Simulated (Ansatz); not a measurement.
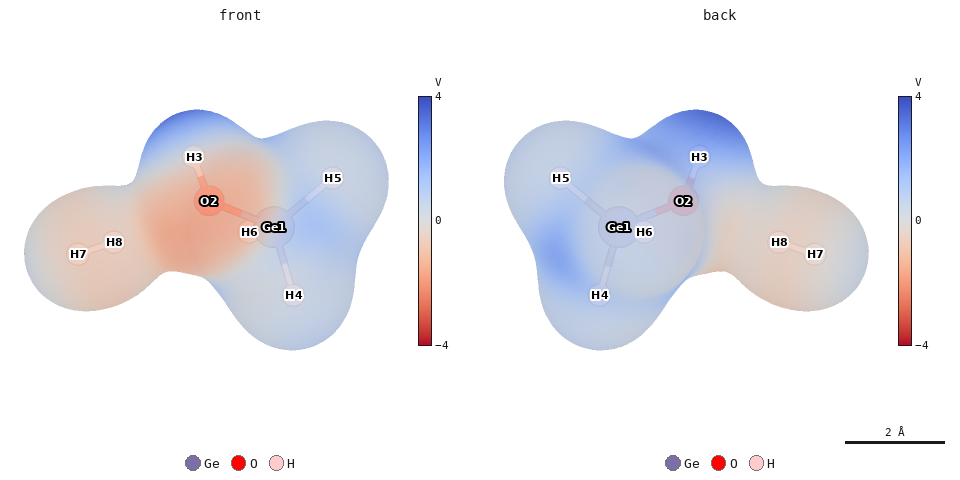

The picture shows: GeH₄O···H₂. The molecular electrostatic potential painted on the density surface at 0.004 e/bohr³, seen from the front and from behind; the colour scale runs from red (negative) to blue (positive).

All numbers below come from RKS LDA/def2-SVP (Ansatz).

The calculation's input:

```
crystal:
  periodic: [false, false, false]
  atoms:
    - { symbol: Ge, position_ang: [-0.12036, 0.158018, 0.04841] }
    - { symbol: O, position_ang: [-0.056973, 0.179818, 1.822478] }
    - { symbol: H, position_ang: [-0.935406, 0.064087, 2.224153] }
    - { symbol: H, position_ang: [1.340898, 0.334754, -0.390281] }
    - { symbol: H, position_ang: [-0.992538, 1.340438, -0.441285] }
    - { symbol: H, position_ang: [-0.716807, -1.17005, -0.478884] }
    - { symbol: H, position_ang: [1.242549, -2.087147, 0.882863] }
    - { symbol: H, position_ang: [1.045037, -1.704517, 1.470845] }
basis:
  gaussian: { orbitals: def2-SVP }
hamiltonian:
  xc: lda
relax:
  f_tol: 0.03
  max_steps: 50
output:
  orbitals: {}
```

Command:

```sh
ansatz run input.yaml --threads 2 --pin off --max-ram 3072MiB --backend cpu --events-out ev --progress --plain --runs-dir out
```

The fields are those of the run's last geometry, not of the input's.

**Describe the electrostatic potential map.**

The most negative region (about −1.7 V) lies over O2, the most positive (about +3.2 V) over H3. O2 is the likeliest acceptor of a hydrogen bond.
